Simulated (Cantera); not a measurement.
Input: 1 mol SO2, 1 mol O2, equilibrated at 4800000 Pa.

Cantera equilibrium calculation (NASA polynomials, part measured and part estimated; ideal gas, pure solids and liquids). Candidate condensed phases: S; 10 gas species. The ideal-gas law is rough above about 30 bar. Equilibrium is a limit: real reactors are often held back by kinetics, nucleation or transport.

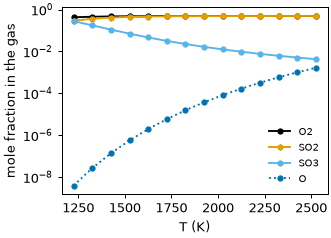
Figure: Equilibrium gas composition (values under 1e-9 drawn at 1e-9)

### Question
Read off the mole fractions at 1725 K.

### Answer
O2 about 0.49, SO2 about 0.48, SO3 about 0.032, O about 5.9e-6.
